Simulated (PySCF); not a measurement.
SMILES CS/C=C\c1ccccc1 at its GFN2-xTB optimised geometry (Å):

```
20

C      0.0335    -3.8457     0.8698
S      0.4903    -2.1215     0.5124
C     -1.1024    -1.4653     0.2067
C     -1.4624    -0.1920     0.0118
C     -0.6591     1.0146     0.0000
C     -1.3174     2.2491    -0.0145
C     -0.6100     3.4339    -0.0115
C      0.7757     3.4164    -0.0017
C      1.4424     2.2025     0.0000
C      0.7367     1.0146     0.0000
H      0.9585    -4.3763     1.0701
H     -0.4628    -4.2799     0.0066
H     -0.6095    -3.8787     1.7445
H     -1.8567    -2.2376     0.1903
H     -2.5225    -0.0234    -0.1413
H     -2.3985     2.2711    -0.0219
H     -1.1388     4.3763    -0.0179
H      1.3311     4.3428     0.0005
H      2.5225     2.1808    -0.0004
H      1.2740     0.0801    -0.0115
```

Level of theory: B3LYP/def2-SVP in PySCF. Cells within 0.4 Å of a nucleus heavier than hydrogen are left out (blank, or x).

Map of the electron localisation function on the plane z = 0.0 Å:

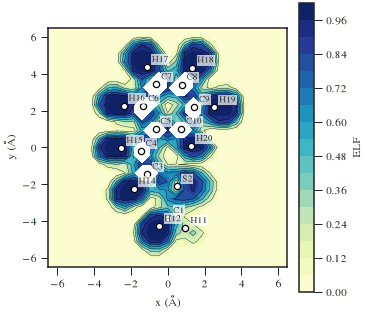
*Electron localisation function on the plane z = 0.0 Å.*
